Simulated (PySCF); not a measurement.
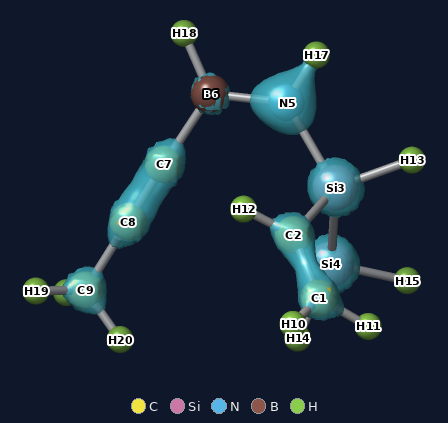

The picture shows: C5H12BNSi2. Isosurface of the electron density at 2 e/Å³ (cyan), seen at a tilt.

Geometry: GFN2-xTB.

Method: PBE0/pcSseg-1, SCF density, gas phase, non-relativistic (PySCF).

```xyz
21

C    -1.7163   -0.1146   -2.4518
C    -1.0418    0.6891   -1.6445
Si   -1.4808    1.0065    0.1679
Si   -1.3894   -0.9251    1.4390
N    -0.3739    2.2315    0.7640
B     1.0121    2.1150    0.9324
C     1.6655    0.7923    0.5936
C     2.1529   -0.2769    0.3188
C     2.7452   -1.5572   -0.0024
H    -1.4273   -0.2908   -3.4773
H    -2.6023   -0.6342   -2.1209
H    -0.1541    1.1784   -2.0298
H    -2.7774    1.7198    0.2101
H    -1.0323   -2.1002    0.6339
H    -2.7003   -1.2431    2.0254
H    -0.4487   -0.8796    2.5616
H    -0.7858    3.1198    1.0038
H     1.6443    3.0250    1.3277
H     3.5305   -1.4304   -0.7481
H     1.9876   -2.2349   -0.3970
H     3.1833   -1.9988    0.8931
```

How is the density connected at this value?

Answer. At this value the surface falls into 17 separate pieces. It bridges the sampled C–C (1.21 Å) contacts, where the density stays above the isovalue. It is pinched off along the sampled B–N (1.40 Å), C–B (1.51 Å) and Si–N (1.76 Å) contacts. On the grid the lowest density along these lines, outside the cores, is 2.7 e/Å³ (C–C, 1.21 Å), 1.5 e/Å³ (B–N, 1.40 Å), 1.3 e/Å³ (C–B, 1.51 Å) and 0.85 e/Å³ (Si–N, 1.76 Å).
